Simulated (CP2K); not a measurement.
2-aminooxazole has these distinct C atoms: C2 (bonded to 2 N and O), C4 (bonded to C, N and H) and C5 (bonded to C, O and H).

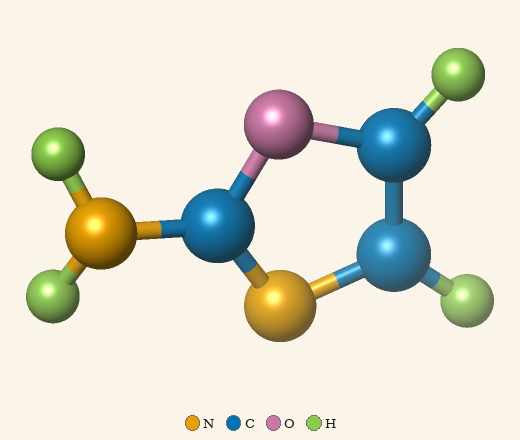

The molecule (nitrogen orange, carbon blue, oxygen pink, hydrogen green).

```xyz
10

N     1.9648    0.0975   -0.3097
C     0.6130   -0.0570   -0.1176
N    -0.0988   -1.1481   -0.2182
C    -1.4096   -0.7061   -0.0155
C    -1.4230    0.6321    0.2061
O    -0.1008    1.0827    0.1395
H     2.3892    0.8824    0.1744
H     2.4845   -0.7708   -0.2302
H    -2.2466   -1.3953   -0.0449
H    -2.1727    1.3826    0.4160
```

Their partial C K spectra (CP2K XAS_TDP, all-electron GAPW, PBEh(45%), aug-cc-pVDZ, TDA, GW2X-corrected core level, no relativity) are given in random order, each times the number of alike atoms.

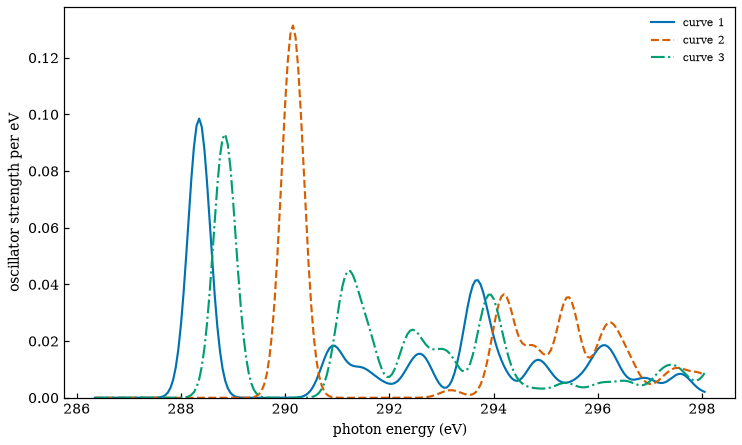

Gaussian full width 0.5 eV, oscillator strength per eV, alike atoms added, rows of zeros left out.

**Question.** Which curve belongs to which atom?

Curve 1: C4 (bonded to C, N and H), leading line at 288.35 eV (f = 0.052 an atom), ionisation energy 292.61 eV, term value 4.26 eV. Curve 2: C2 (bonded to 2 N and O), leading line at 290.15 eV (f = 0.070 an atom), ionisation energy 295.21 eV, term value 5.06 eV. Curve 3: C5 (bonded to C, O and H), leading line at 288.84 eV (f = 0.050 an atom), ionisation energy 293.18 eV, term value 4.34 eV. The leading line of an atom is its first one with 35 % of the strongest within 2.5 eV of its lowest line over the strength cut. A line lies at the core ionisation energy, which rises as an atom loses charge to its neighbours or to a π system, less the term value, which is large for a low π* or σ* orbital with weight on that atom.

[Banner, clock and machine lines of the logs are left out without a mark of their own.]

[Logs are printed without paths, hosts, clocks, repeated set-up lines and the standing remarks that a program may print on its own settings, such as how far it seeks lower states.]

[Hosts, paths, dates, database ids (printed as entryN), source tags and the programs' standing remarks are cut or masked in the printed files.]
